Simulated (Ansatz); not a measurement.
Consider SnSe$_{2}$ in the CdI2 type structure (space group P-3m1, No. 164; a = 3.8403 Å, c = 6.0057 Å; layered, stacked along the Cartesian z axis).

The change: every lattice vector is stretched by 5.02 %; the atoms relax in the strained cell.

All numbers come from plane-wave PAW DFT at the PBE-D3(BJ) level (Ansatz, a first-principles code, 420 eV), without spin-orbit coupling.

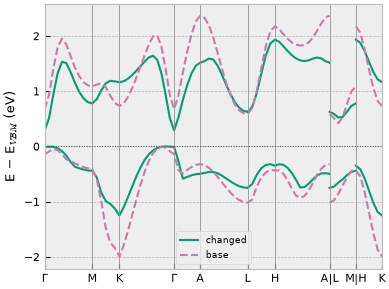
Fig. 1. Highest valence and lowest conduction band along the path, each from its own valence-band maximum

### Question
From the figure, how large is the changed gap, and is it direct?

### Answer
About 0.29 eV, indirect, K–Γ (85 % along) → Γ.

Stability against distortions was not tested. A zero or small gap of SnSe2 under isotropic strain +5.02 % can be the functional's error rather than a property of the material.
